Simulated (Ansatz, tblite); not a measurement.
# Si35H36 atom sphere (Si₃₅H₃₆): a ladder of methods and basis sets, part 2 of 2

Aim: run the singlet of Si35H36 atom sphere (Si₃₅H₃₆) at one geometry on many levels, and compare frontier levels, spin and run time.

Ansatz 0.2.0, Gaussian basis; as each input shows. The steps go on from the part before.

## (8) PBE0-D4/def2-SVP

The input, in.yaml:

```yaml
crystal:
  periodic: [false, false, false]
  atoms:
    - {symbol: Si, position_ang: [-2.712625, -2.711050, -0.009776]}
    - {symbol: Si, position_ang: [-2.711319, -0.006098, -2.713838]}
    - {symbol: Si, position_ang: [-5.444949, 0.001064, -0.000675]}
    - {symbol: Si, position_ang: [-2.712944, 0.009064, 2.710415]}
    - {symbol: Si, position_ang: [-2.710420, 2.712530, 0.004569]}
    - {symbol: Si, position_ang: [-0.006006, -2.711142, -2.714100]}
    - {symbol: Si, position_ang: [-0.005598, -5.444581, 0.001389]}
    - {symbol: Si, position_ang: [0.003215, -2.711510, 2.712654]}
    - {symbol: Si, position_ang: [2.709922, -2.714759, 0.007923]}
    - {symbol: Si, position_ang: [0.004197, -0.000877, -5.445626]}
    - {symbol: Si, position_ang: [0.008853, 2.711990, -2.712693]}
    - {symbol: Si, position_ang: [2.714330, 0.006836, -2.711459]}
    - {symbol: Si, position_ang: [0.000918, -0.000714, -0.000583]}
    - {symbol: Si, position_ang: [-0.006299, 2.711709, 2.711099]}
    - {symbol: Si, position_ang: [2.711144, -0.009667, 2.713236]}
    - {symbol: Si, position_ang: [2.713148, 2.711131, -0.006352]}
    - {symbol: Si, position_ang: [-0.002020, 0.001348, 5.445336]}
    - {symbol: Si, position_ang: [0.002822, 5.444873, 0.000999]}
    - {symbol: Si, position_ang: [5.444231, -0.000901, 0.004604]}
    - {symbol: Si, position_ang: [-4.082226, -1.353395, -1.357169]}
    - {symbol: Si, position_ang: [-1.355257, -4.080281, -1.358101]}
    - {symbol: Si, position_ang: [-1.354250, -1.354016, -4.083563]}
    - {symbol: Si, position_ang: [-1.358211, -1.355894, 1.355350]}
    - {symbol: Si, position_ang: [-1.354915, 1.356213, -1.357941]}
    - {symbol: Si, position_ang: [-4.081659, 1.357581, 1.352960]}
    - {symbol: Si, position_ang: [-1.355820, 1.356418, 4.080786]}
    - {symbol: Si, position_ang: [-1.354152, 4.081442, 1.353986]}
    - {symbol: Si, position_ang: [1.357899, -1.357447, -1.357307]}
    - {symbol: Si, position_ang: [1.350718, -4.082227, 1.356336]}
    - {symbol: Si, position_ang: [1.351975, -1.355713, 4.082783]}
    - {symbol: Si, position_ang: [4.080070, -1.358664, 1.356278]}
    - {symbol: Si, position_ang: [1.357780, 1.355172, -4.081582]}
    - {symbol: Si, position_ang: [1.356711, 4.081024, -1.354925]}
    - {symbol: Si, position_ang: [4.083640, 1.354095, -1.353379]}
    - {symbol: Si, position_ang: [1.357612, 1.355364, 1.356941]}
    - {symbol: H, position_ang: [-3.571112, -3.571088, 0.875798]}
    - {symbol: H, position_ang: [-3.569136, 0.881681, -3.572204]}
    - {symbol: H, position_ang: [-6.318011, -0.861928, 0.862235]}
    - {symbol: H, position_ang: [-6.322949, 0.861432, -0.861135]}
    - {symbol: H, position_ang: [-3.572206, -0.877287, 3.568827]}
    - {symbol: H, position_ang: [-3.567968, 3.571595, -0.882815]}
    - {symbol: H, position_ang: [0.879980, -3.569812, -3.573474]}
    - {symbol: H, position_ang: [-0.872311, -6.314722, 0.863552]}
    - {symbol: H, position_ang: [0.855046, -6.325382, -0.855907]}
    - {symbol: H, position_ang: [-0.884642, -3.569260, 3.570995]}
    - {symbol: H, position_ang: [3.568184, -3.575867, -0.876803]}
    - {symbol: H, position_ang: [-0.854067, 0.859964, -6.325303]}
    - {symbol: H, position_ang: [0.867445, -0.865049, -6.317199]}
    - {symbol: H, position_ang: [-0.877397, 3.570820, -3.571624]}
    - {symbol: H, position_ang: [3.573263, -0.879135, -3.570591]}
    - {symbol: H, position_ang: [0.880172, 3.570867, 3.569490]}
    - {symbol: H, position_ang: [3.570730, 0.875992, 3.572031]}
    - {symbol: H, position_ang: [3.571309, 3.570359, 0.880295]}
    - {symbol: H, position_ang: [-0.864178, -0.859102, 6.321582]}
    - {symbol: H, position_ang: [0.860324, 0.863106, 6.320132]}
    - {symbol: H, position_ang: [-0.856932, 6.323232, -0.859720]}
    - {symbol: H, position_ang: [0.865971, 6.317406, 0.864266]}
    - {symbol: H, position_ang: [6.324500, -0.860072, -0.854751]}
    - {symbol: H, position_ang: [6.315123, 0.861883, 0.869964]}
    - {symbol: H, position_ang: [-4.933330, -2.228971, -2.233173]}
    - {symbol: H, position_ang: [-2.231787, -4.929885, -2.234622]}
    - {symbol: H, position_ang: [-2.229408, -2.230450, -4.934658]}
    - {symbol: H, position_ang: [-4.931717, 2.235015, 2.228087]}
    - {symbol: H, position_ang: [-2.232063, 2.233679, 4.929889]}
    - {symbol: H, position_ang: [-2.230649, 4.931201, 2.230366]}
    - {symbol: H, position_ang: [2.226188, -4.933358, 2.232436]}
    - {symbol: H, position_ang: [2.226631, -2.232900, 4.933618]}
    - {symbol: H, position_ang: [4.930515, -2.235022, 2.232150]}
    - {symbol: H, position_ang: [2.234279, 2.231037, -4.931894]}
    - {symbol: H, position_ang: [2.233648, 4.931335, -2.230354]}
    - {symbol: H, position_ang: [4.936009, 2.229736, -2.228090]}
basis:
  gaussian: {orbitals: def2-SVP, fitting: {mean_field: def2-universal-jkfit}, initial_orbitals: start.molden}
hamiltonian: {xc: pbe0, dispersion: d4}
scf: {omitted_lower_state_checks: [starts]}
output: {orbitals: {seedname: orbitals}}
```

Launch:

```console
$ ansatz run in.yaml --threads 11 --pin off --events-out ev --progress --plain --max-ram 174080MiB --backend cuda --devices 0, --max-vram 75GiB
```

The log of the run:

```text
Functional definition: PBE0
  name "PBE0"
  cite "Adamo & Barone, J. Chem. Phys. 110, 6158 (1999) doi:10.1063/1.478522"
  cite "Perdew, Burke & Ernzerhof, Phys. Rev. Lett. 77, 3865 (1996) doi:10.1103/PhysRevLett.77.3865"
  parent pbe
  parameter a = 0.25
  parameter kappa = 0.804
  parameter beta = 0.06672455060314922
  exchange = (1 - a)*pbe_x(kappa = kappa, mu = beta*pi^2/3) + a*exact_x
  correlation = pbe_c(beta = beta)
these checks for a lower state are left out or cut short: starts
5128 factors; integrals over basis functions are off by at most 3.1e-1 eV
mean field evaluation 1: about -276118.3103 eV, gradient 1.0e1 eV
mean field evaluation 2: about -276118.7199 eV, gradient 3.4e-1 eV
mean field evaluation 4: about -276118.6066 eV, gradient 8.3e-4 eV
mean field -276118.60659294 eV, -10147.1716323768 hartree, gradient 2.7e-5 eV, S^2 0.000000; 0 other end points of the search recorded, 0 dependent functions left out
reference -276118.60666702 eV, -10147.1716350995 hartree; 263, 263 occupied and 547, 547 virtual orbitals, 5128 factors
Total energy: -276124.86068383 eV, -10147.4014659780 hartree
Checks for a lower state left out: starts
```

It took 9 s on 1 × H100 with 11 threads of AMD EPYC 7R13, shared host; peak host memory 1.4 GiB.

From the report: HOMO -7.03 eV, LUMO -1.79 eV.

## (9) HF/STO-3G

Changes to in.yaml since step 8:

```diff
@@ -75,4 +75,4 @@
 basis:
-  gaussian: {orbitals: def2-SVP, fitting: {mean_field: def2-universal-jkfit}, initial_orbitals: start.molden}
-hamiltonian: {xc: pbe0, dispersion: d4}
+  gaussian: {orbitals: STO-3G}
+hamiltonian: {xc: hf}
 scf: {omitted_lower_state_checks: [starts]}
```

Same command.

The log of the run:

```text
Functional definition: HF
  name "HF"
  cite "Fock, Z. Phys. 61, 126 (1930) doi:10.1007/BF01340294"
  parent pbe
  exchange = exact_x
  correlation = 0
these checks for a lower state are left out or cut short: starts
3938 factors; integrals over basis functions are off by at most 3.3e-5 eV
mean field evaluation 1: about -272603.4197 eV, gradient 3.8e1 eV
mean field evaluation 2: about -272604.0000 eV, gradient 3.7e1 eV
mean field evaluation 4: about -272611.6128 eV, gradient 4.0e0 eV
mean field evaluation 8: about -272611.6999 eV, gradient 2.6e-5 eV
mean field -272611.69988531 eV, -10018.2951879383 hartree, gradient 2.6e-5 eV, S^2 0.000000; 0 other end points of the search recorded, 0 dependent functions left out
reference -272611.69988531 eV, -10018.2951879383 hartree; 263, 263 occupied and 88, 88 virtual orbitals, 3938 factors
Total energy: -272611.69988531 eV, -10018.2951879383 hartree
Checks for a lower state left out: starts
```

Wall time 4.6 s (1 × H100 with 11 threads of AMD EPYC 7R13, shared host); peak host memory 1 GiB.

HOMO -6.00 eV, LUMO 8.14 eV.

## (10) HF/6-31G

Changes to in.yaml since step 9:

```diff
@@ -75,3 +75,3 @@
 basis:
-  gaussian: {orbitals: STO-3G}
+  gaussian: {orbitals: 6-31G, fitting: {mean_field: def2-universal-jkfit}}
 hamiltonian: {xc: hf}
```

Launched as before.

The log of the run:

```text
Functional definition: HF
  name "HF"
  cite "Fock, Z. Phys. 61, 126 (1930) doi:10.1007/BF01340294"
  parent pbe
  exchange = exact_x
  correlation = 0
these checks for a lower state are left out or cut short: starts
5128 factors; integrals over basis functions are off by at most 6.8e-2 eV
mean field evaluation 1: about -275704.6525 eV, gradient 3.7e1 eV
mean field evaluation 2: about -275713.7181 eV, gradient 1.1e1 eV
mean field evaluation 4: about -275714.5453 eV, gradient 9.2e-1 eV
mean field -275714.55671274 eV, -10132.3230731543 hartree, gradient 1.3e-5 eV, S^2 0.000000; 0 other end points of the search recorded, 0 dependent functions left out
reference -275714.55671274 eV, -10132.3230731543 hartree; 263, 263 occupied and 264, 264 virtual orbitals, 5128 factors
Total energy: -275714.55671274 eV, -10132.3230731543 hartree
Checks for a lower state left out: starts
```

Run time: 6.5 s. Hardware: 1 × H100 with 11 threads of AMD EPYC 7R13, shared host; peak host memory 1.2 GiB.

Report: HOMO -8.87 eV, LUMO 1.47 eV.

## (11) B3LYP-D4/6-31G

Changes to in.yaml since step 10:

```diff
@@ -76,3 +76,3 @@
   gaussian: {orbitals: 6-31G, fitting: {mean_field: def2-universal-jkfit}}
-hamiltonian: {xc: hf}
+hamiltonian: {xc: {name: B3LYP}, dispersion: d4}
 scf: {omitted_lower_state_checks: [starts]}
```

Same command.

The log of the run, shortened:

```text
Functional definition: B3LYP
  name "B3LYP"
  cite "Stephens, Devlin, Chabalowski & Frisch, J. Phys. Chem. 98, 11623 (1994) doi:10.1021/j100096a001"
  cite "Becke, Phys. Rev. A 38, 3098 (1988) doi:10.1103/PhysRevA.38.3098"
  cite "Lee, Yang & Parr, Phys. Rev. B 37, 785 (1988) doi:10.1103/PhysRevB.37.785"
  cite "Vosko, Wilk & Nusair, Can. J. Phys. 58, 1200 (1980) doi:10.1139/p80-159"
[...]
5128 factors; integrals over basis functions are off by at most 6.8e-2 eV
[...]
mean field -276295.28388082 eV, -10153.6644029503 hartree, gradient 2.8e-5 eV, S^2 0.000000; 0 other end points of the search recorded, 0 dependent functions left out
reference -276295.28463442 eV, -10153.6644306447 hartree; 263, 263 occupied and 264, 264 virtual orbitals, 5128 factors
Total energy: -276306.30644113 eV, -10154.0694745703 hartree
Checks for a lower state left out: starts
```

Run time: 5.5 s. Hardware: 1 × H100 with 11 threads of AMD EPYC 7R13, shared host; peak host memory 1.3 GiB.

Report: HOMO -6.71 eV, LUMO -1.23 eV.

## (12) MP2/def2-SVP

Changes to in.yaml since step 11:

```diff
@@ -75,4 +75,4 @@
 basis:
-  gaussian: {orbitals: 6-31G, fitting: {mean_field: def2-universal-jkfit}}
-hamiltonian: {xc: {name: B3LYP}, dispersion: d4}
+  gaussian: {orbitals: def2-SVP, initial_orbitals: start.molden}
+correlation: {method: mp2}
 scf: {omitted_lower_state_checks: [starts]}
```

The command is unchanged.

The log of the run:

```text
Functional definition: HF
  name "HF"
  cite "Fock, Z. Phys. 61, 126 (1930) doi:10.1007/BF01340294"
  parent pbe
  exchange = exact_x
  correlation = 0
these checks for a lower state are left out or cut short: starts
7718 factors; integrals over basis functions are off by at most 6.4e-4 eV
mean field evaluation 1: about -275668.0097 eV, gradient 5.2e1 eV
mean field evaluation 2: about -275673.5539 eV, gradient 4.5e0 eV
mean field evaluation 4: about -275673.7343 eV, gradient 8.3e-5 eV
mean field -275673.74335573 eV, -10130.8232099486 hartree, gradient 6.4e-6 eV, S^2 0.000000; 0 other end points of the search recorded, 0 dependent functions left out
175 core orbitals not correlated: weight in the atoms' cores, before any rotation towards them, 1.000 or more for the frozen orbitals, at most 0.000 for the correlated occupied ones
reference -275673.74335573 eV, -10130.8232099486 hartree; 88, 88 occupied and 547, 547 virtual orbitals, 7718 factors
second order -92.01520067 eV of doubles, -0.00000000 eV of singles
Total energy: -275765.75855640 eV, -10134.2047062030 hartree
Checks for a lower state left out: starts
```

Wall time 12 s (1 × H100 with 11 threads of AMD EPYC 7R13, shared host); peak host memory 1.9 GiB.

From the report: Hartree-Fock HOMO -9.19 eV, LUMO 1.26 eV.

## (13) Comparison

```tsv
level	functions	HOMO (eV)	LUMO (eV)	gap (eV)	time
HF/STO-3G	351	-6.00	8.14	14.14	4.6 s
HF/6-31G	527	-8.87	1.47	10.34	6.5 s
HF/def2-TZVP	1511	-9.13	1.25	10.38	20 s
PBE-D4/def2-SVP	810	-6.08	-2.40	3.67	7.5 s
PBE-D4/def2-TZVP	1511	-6.09	-2.53	3.55	14 s
r2SCAN-D4/def2-TZVP	1511	-6.30	-2.43	3.87	18 s
B3LYP-D4/6-31G	527	-6.71	-1.23	5.48	5.5 s
PBE0-D4/def2-SVP	810	-7.03	-1.79	5.24	9 s
PBE0-D4/def2-TZVP	1511	-6.99	-1.87	5.13	16 s
```

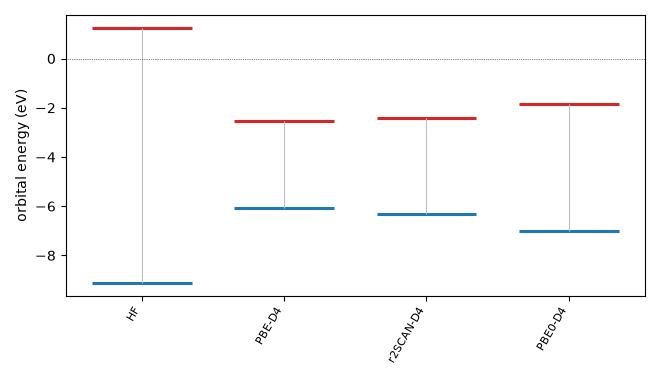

Highest filled (blue) and lowest empty (red) level in def2-TZVP.

Energy pieces by basis (eV):

```tsv
basis	HF	MP2 correlation	total
def2-SVP	-275673.7434	-92.0152	-275765.7586 (MP2)
```

## (14) Binding energy

Free atoms were run apart at each level; binding is atoms less cluster, divided by the number of atoms, without zero-point or spin-orbit terms.

```tsv
level	binding an atom (eV)
HF/STO-3G	3.902
HF/6-31G	2.066
HF/def2-SVP	2.487
HF/def2-TZVP	2.497
PBE-D4/def2-SVP	3.480
PBE-D4/def2-TZVP	3.471
r2SCAN-D4/def2-TZVP	3.474
B3LYP-D4/6-31G	3.123
PBE0-D4/def2-SVP	3.477
PBE0-D4/def2-TZVP	3.474
MP2/def2-SVP	3.200
```

## (15) Summary of results

This closing draws on all 2 parts.

```
                                                                  quantity                                 value
gap in def2-TZVP, named functionals and Hartree-Fock, smallest and largest       3.55 eV (PBE-D4), 10.38 eV (HF)
                                          correlation energy, MP2/def2-SVP                             -92.02 eV
                                 binding an atom, functionals in def2-TZVP  3.47 (PBE-D4) to 3.47 eV (r2SCAN-D4)
                           PBE0 total energy, smallest basis above largest        93.31 eV (def2-SVP, def2-TZVP)
```

In words: Orbital gaps of the named functionals and Hartree-Fock in def2-TZVP span 3.55 eV (PBE-D4) to 10.38 eV (HF); exact exchange widens it.

The slowest run with a step of its own, HF/def2-TZVP, took 20 s; the quickest functional in def2-TZVP took 14 s (shared host).
